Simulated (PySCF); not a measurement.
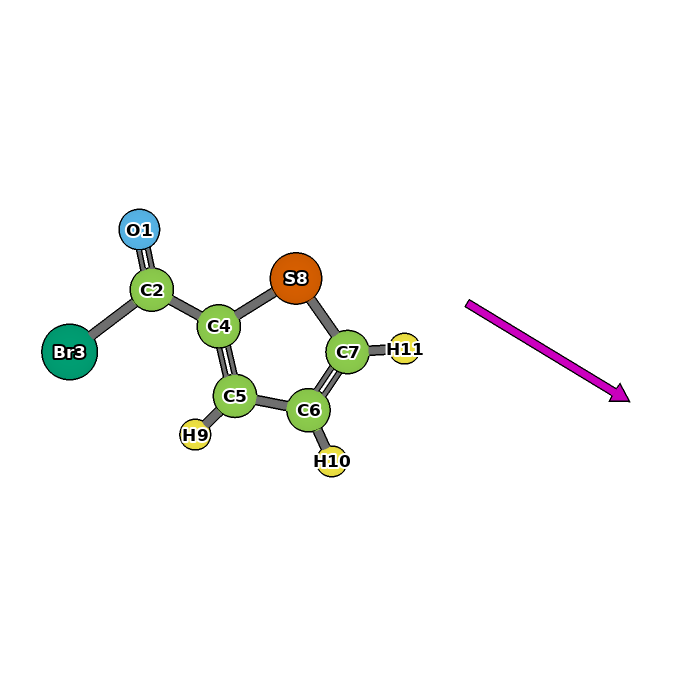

The arrow beside the molecule shows the direction of the dipole moment, from the negative to the positive end (its length means nothing). The computed structure is the end point of a GFN2-xTB optimisation. No frequency run is at hand to confirm it as a minimum. Level of theory: B3LYP/def2-SVPD, gas phase (PySCF 2.14.0).

> How large is the dipole moment?

4.70 D; it points from the side of O1, Br3 to the side of H10, H11 (the outermost atoms at the two ends).

The geometry is semi-empirical. Around Br such bond lengths and angles can be off by a tenth of an ångström or more and by several degrees, and values that hang on the shape move with them.
